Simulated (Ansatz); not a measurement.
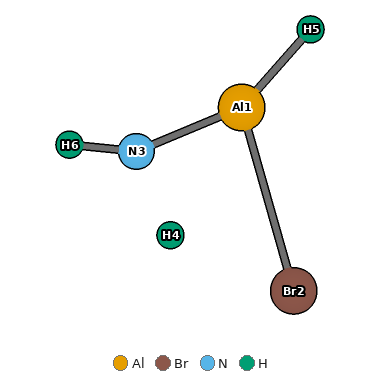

The system is the reacting system AlBrH₃N; the picture shows the reference structure. 
- The first coordinate is: distance Br2–H4 (bond that forms); the second: distance Al1–Br2 (bond that breaks).
- Relaxed at each point: all other coordinates.
- The grid has 13 × 13 points.
- Points are written as (first, second).
- All energies are given in kcal/mol relative to a guessed transition structure relaxed with its forming and breaking bonds held.
- The reference is spin-restricted, so regions where a bond is pulled apart into radicals lie too high.
- These are results of RHF/def2-SVP (Ansatz 0.2.0), not measurements.

Its coordinates:

```yaml
atoms:
  - { symbol: Al, position_ang: [-0.8654, 0.4206, -0.0332] }
  - { symbol: Br, position_ang: [1.6536, 1.6397, 0.2391] }
  - { symbol: N, position_ang: [0.0638, -1.0008, -0.0672] }
  - { symbol: H, position_ang: [1.1864, -0.2940, 0.0648] }
  - { symbol: H, position_ang: [-2.1889, 1.2259, -0.0719] }
  - { symbol: H, position_ang: [0.1505, -1.9915, -0.1317] }
```

Range: distance Br2–H4 (bond that forms) from 1.359 to 3.159 Å; distance Al1–Br2 (bond that breaks) from 2.169 to 3.969 Å.

What landscape does the calculation give?

Answer. The lowest grid point is at (3.159 Å, 2.250 Å), −73 kcal/mol from a guessed transition structure relaxed with its forming and breaking bonds held. It lies at the edge of the scanned range, so the true minimum may lie outside. The highest grid point, (1.359 Å, 2.169 Å), lies 127 kcal/mol above the lowest.

| second ↓, first → | 1.359 | 1.440 | 1.551 | 1.677 | 1.815 | 1.962 | 2.116 | 2.277 | 2.443 | 2.615 | 2.792 | 2.973 | 3.159 |
| --- | --- | --- | --- | --- | --- | --- | --- | --- | --- | --- | --- | --- | --- |
| 3.969 | 34 | 33 | 33 | 30 | 26 | 22 | 19 | 17 | 15 | 14 | 14 | 13 | 13 |
| 3.783 | 35 | 33 | 33 | 29 | 23 | 18 | 14 | 12 | 10 | 8 | 7 | 6 | 6 |
| 3.602 | 35 | 33 | 32 | 27 | 20 | 14 | 9 | 6 | 3 | 1 | 0 | −1 | −2 |
| 3.425 | 36 | 33 | 31 | 24 | 16 | 9 | 3 | −1 | −4 | −7 | −8 | −10 | −11 |
| 3.253 | 36 | 34 | 29 | 20 | 10 | 2 | −4 | −9 | −12 | −15 | −17 | −19 | −20 |
| 3.087 | 37 | 33 | 27 | 15 | 4 | −5 | −12 | −17 | −21 | −24 | −27 | −29 | −30 |
| 2.926 | 37 | 33 | 23 | 10 | −2 | −12 | −20 | −26 | −31 | −34 | −37 | −39 | −40 |
| 2.772 | 38 | 32 | 19 | 4 | −9 | −20 | −28 | −35 | −40 | −44 | −46 | −49 | −50 |
| 2.625 | 39 | 30 | 15 | −1 | −16 | −27 | −36 | −43 | −48 | −52 | −55 | −58 | −59 |
| 2.487 | 40 | 29 | 12 | −5 | −21 | −33 | −42 | −50 | −55 | −59 | −63 | −65 | −67 |
| 2.361 | 43 | 30 | 11 | −7 | −23 | −36 | −46 | −54 | −59 | −64 | −67 | −70 | −71 |
| 2.250 | 48 | 34 | 13 | −6 | −23 | −36 | −46 | −54 | −60 | −65 | −68 | −71 | −73 |
| 2.169 | 54 | 38 | 17 | −3 | −20 | −34 | −44 | −52 | −59 | −63 | −67 | −69 | −71 |

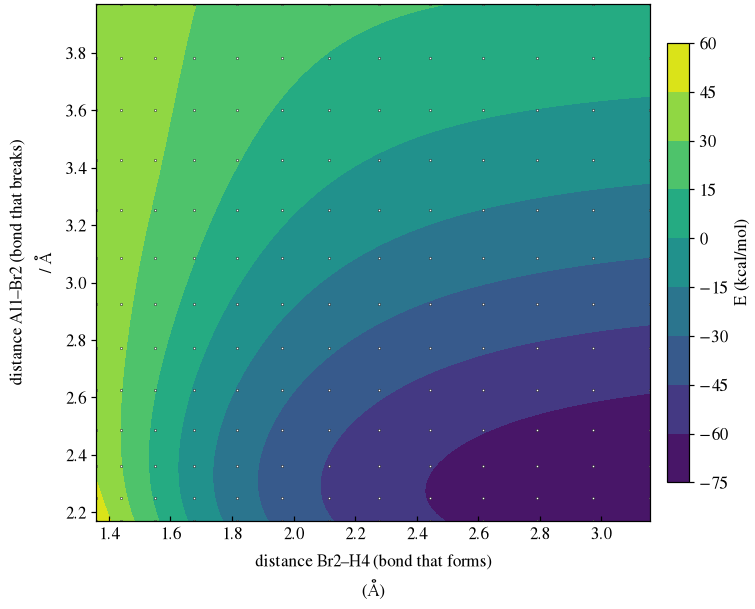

The picture shows filled contours, dots at the grid points. Between grid points the surface is interpolated.

The whole map (169 points run) took 21 min on 1 thread of Arm Neoverse V1, with other jobs on the host.
